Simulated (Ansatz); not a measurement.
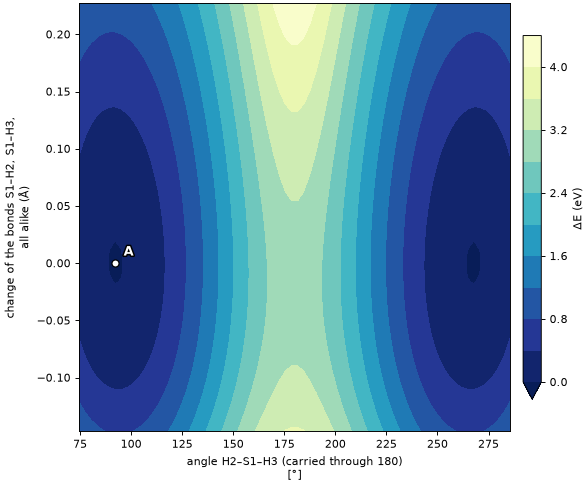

H2S, SMILES S. 
- The first coordinate is: angle H2–S1–H3 (carried through 180); the second: change of the bonds S1–H2, S1–H3, all alike.
- Nothing is relaxed (all other coordinates rigid).
- Grid: 15 × 15 points; 120 points were computed and 105 follow by symmetry.
- Points are written as (first, second).
- Energies are in eV, from the lowest grid point.
- All numbers below come from RKS r2SCAN0-D4/def2-TZVP in Ansatz.

The picture shows filled contours, the point A. Between grid points the surface is interpolated.

### Find the lowest pass out of the well at A.

The easiest path leads from the well at about (90°, 0.00 Å) to a well of about the same depth at about (270°, 0.00 Å). Its highest point lies about 3.1 eV above the bottom of the first well on the interpolated surface, at about (180°, −0.02 Å). The start is the relaxed structure and all else is held, so a fully relaxed path at this level can only be lower.

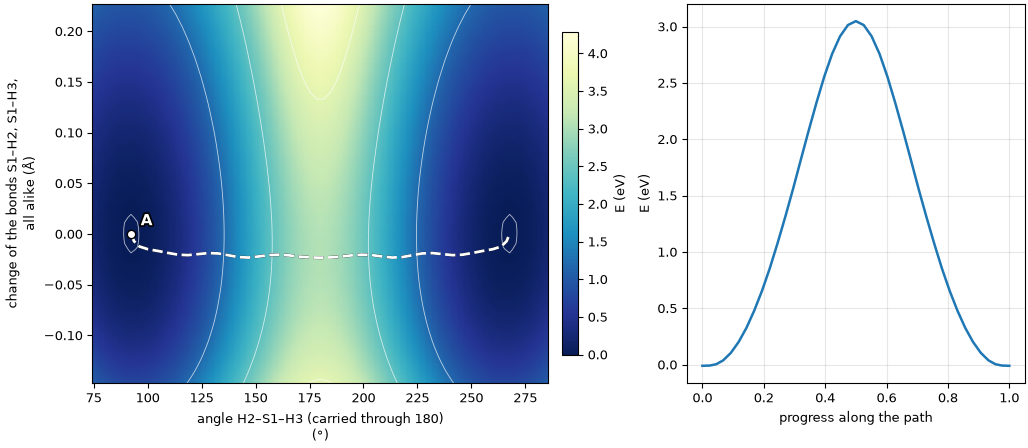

The picture shows a smooth colour map with a few white contour lines, a line along the lowest path, the energy along the path at the right. Between grid points the surface is interpolated.
